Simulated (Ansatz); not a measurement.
# C2H7BN2 (SMILES NB1CNC1) at B3LYP/6-31G(d) (spherical functions)

Aim: the vertical ionisation energy of C2H7BN2 at B3LYP/6-31G* (spherical functions), from 2 runs. 

The calculation is run with Ansatz 0.2.0.

41 further runs of the same task are left out: 41 set aside as unsound or not needed.

## (1) Starting point

The species is C2H7BN2 (12 atoms), meant as a singlet with charge 0. SMILES: `NB1CNC1`. The shape is that of a PBE0-D4/def2-TZVP optimisation.

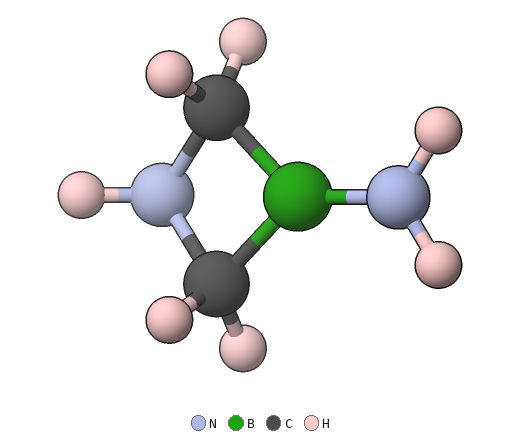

Viewed from a chosen angle; nitrogen light blue, boron green, carbon dark grey, hydrogen pink.

## (2) A single-point energy at B3LYP/6-31G(d) (spherical functions)

File in.yaml:

```yaml
crystal:
  periodic: [false, false, false]
  atoms:
    - {symbol: N, position_ang: [-1.464900, 1.286500, -0.088100]}
    - {symbol: B, position_ang: [-0.424100, 0.376900, -0.024600]}
    - {symbol: C, position_ang: [0.545200, -0.167100, 1.106800]}
    - {symbol: "N", position_ang: [0.858000, -1.271200, 0.168600]}
    - {symbol: C, position_ang: [0.268200, -0.633400, -1.032300]}
    - {symbol: H, position_ang: [-1.775900, 1.821700, 0.704600]}
    - {symbol: H, position_ang: [-1.987700, 1.465400, -0.928400]}
    - {symbol: H, position_ang: [0.154600, -0.499400, 2.073800]}
    - {symbol: H, position_ang: [1.388700, 0.513900, 1.298000]}
    - {symbol: H, position_ang: [1.840400, -1.500700, 0.091400]}
    - {symbol: H, position_ang: [1.002300, -0.136300, -1.684700]}
    - {symbol: H, position_ang: [-0.328000, -1.311400, -1.651200]}
basis:
  gaussian: {orbitals: 6-31G_st_-spherical.json}
accuracy: high
hamiltonian: {xc: {name: B3LYP}}
output: {orbitals: {seedname: orbitals}}
```

The basis set 6-31G* is read from a file made from the Basis Set Exchange's data (not shown).

The run is started by

```
$ ansatz run in.yaml --threads 1 --pin off --max-ram 2610MiB --events-out events.jsonl --progress --plain --runs-dir runs
```

The program printed:

```text
Warning: RAYON_NUM_THREADS=1 ignored (pool sized by the plan → 1); use --threads N
Functional definition: B3LYP
  name "B3LYP"
  parameter a0 = 0.2
  parameter ax = 0.72
  parameter ac = 0.81
  exchange = (1 - a0 - ax)*slater_x + ax*b88_x + a0*exact_x
  correlation = (1 - ac)*vwn_rpa_c + ac*lyp_c
2130 factors; integrals over basis functions are off by at most 3.1e-9 eV
mean field evaluation 1: about -5834.0540 eV, gradient 6.8e1 eV
mean field evaluation 2: about -5827.1819 eV, gradient 8.7e1 eV
mean field evaluation 4: about -5844.0645 eV, gradient 3.5e0 eV
mean field evaluation 8: about -5844.3356 eV, gradient 1.3e-1 eV
mean field evaluation 16: about -5844.3357 eV, gradient 6.5e-5 eV
mean field -5844.33568077 eV, -214.7753748352 hartree, gradient 1.6e-8 eV, S^2 0.000000; 0 other end points of the search recorded, 0 dependent functions left out
reference -5844.33571813 eV, -214.7753762082 hartree; 19, 19 occupied and 65, 65 virtual orbitals, 2130 factors
Total energy: -5844.33571813 eV, -214.7753762082 hartree
```

Run time: 7.2 s. Hardware: 1 thread of Intel Xeon Platinum 8488C (Sapphire Rapids), shared host; peak memory 0.31 GiB.

## (3) The doublet cation at the same level

File run.yaml:

```yaml
crystal:
  periodic: [false, false, false]
  atoms:
    - {symbol: "N", position_ang: [-1.464900, 1.286500, -0.088100]}
    - {symbol: B, position_ang: [-0.424100, 0.376900, -0.024600]}
    - {symbol: C, position_ang: [0.545200, -0.167100, 1.106800]}
    - {symbol: N, position_ang: [0.858000, -1.271200, 0.168600]}
    - {symbol: C, position_ang: [0.268200, -0.633400, -1.032300]}
    - {symbol: H, position_ang: [-1.775900, 1.821700, 0.704600]}
    - {symbol: H, position_ang: [-1.987700, 1.465400, -0.928400]}
    - {symbol: H, position_ang: [0.154600, -0.499400, 2.073800]}
    - {symbol: H, position_ang: [1.388700, 0.513900, 1.298000]}
    - {symbol: H, position_ang: [1.840400, -1.500700, 0.091400]}
    - {symbol: H, position_ang: [1.002300, -0.136300, -1.684700]}
    - {symbol: H, position_ang: [-0.328000, -1.311400, -1.651200]}
basis:
  gaussian:
    orbitals: 6-31G_st_-spherical.json
total_charge: 1
magnetization:
  spin_polarized: true
  initial_magnetization: 1
hamiltonian:
  xc: {name: B3LYP}
accuracy: high
output: {orbitals: {seedname: orbitals}}
```

The basis set 6-31G* is read from a file made from the Basis Set Exchange's data (not shown).

The run is started by

```
$ ansatz run run.yaml --threads 1 --pin off --max-ram 2610MiB --events-out events.jsonl --progress --plain --runs-dir runs
```

The program printed, shortened:

```text
Warning: RAYON_NUM_THREADS=1 ignored (pool sized by the plan → 1); use --threads N
[... 7 set-up lines as earlier in the session ...]
2130 factors; integrals over basis functions are off by at most 3.1e-9 eV
mean field evaluation 1: about -5822.1668 eV, gradient 5.6e1 eV
mean field evaluation 2: about -5808.8880 eV, gradient 7.1e1 eV
mean field evaluation 4: about -5835.8005 eV, gradient 5.4e0 eV
mean field evaluation 8: about -5836.2256 eV, gradient 1.0e0 eV
mean field evaluation 16: about -5836.2323 eV, gradient 1.3e-3 eV
mean field evaluation 32: about -5836.2323 eV, gradient 5.4e-8 eV
mean field -5836.23229475 eV, -214.4775808919 hartree, gradient 5.4e-8 eV, S^2 0.753826; 0 other end points of the search recorded, 0 dependent functions left out
reference -5836.23232998 eV, -214.4775821864 hartree; 19, 18 occupied and 65, 66 virtual orbitals, 2130 factors
Total energy: -5836.23232998 eV, -214.4775821864 hartree
```

Run time: 12 s. Hardware: 1 thread of Intel Xeon Platinum 8488C (Sapphire Rapids), shared host; peak memory 0.43 GiB.

## (4) Results

Level: B3LYP/6-31G* (spherical functions).

| quantity | value |
| --- | --- |
| singlet C2H7BN2: total energy | -214.77538 Eh |
| singlet C2H7BN2: HOMO energy | -5.44 eV |
| singlet C2H7BN2: LUMO energy | 1.04 eV |
| singlet C2H7BN2: HOMO–LUMO gap | 6.47 eV |
| doublet cation: total energy | -214.47758 Eh |
| doublet cation: HOMO energy (highest over α and β) | -12.86 eV |
| doublet cation: LUMO energy (lowest over α and β) | -10.69 eV |
| doublet cation: ⟨S²⟩ | 0.754 |
| vertical ionisation energy (to the doublet cation) | 8.103 eV |

In words: The vertical ionisation energy comes to 8.10 eV (782 kJ/mol). −ε(HOMO) before ionisation, 5.44 eV, is 2.67 eV below this ionisation energy.
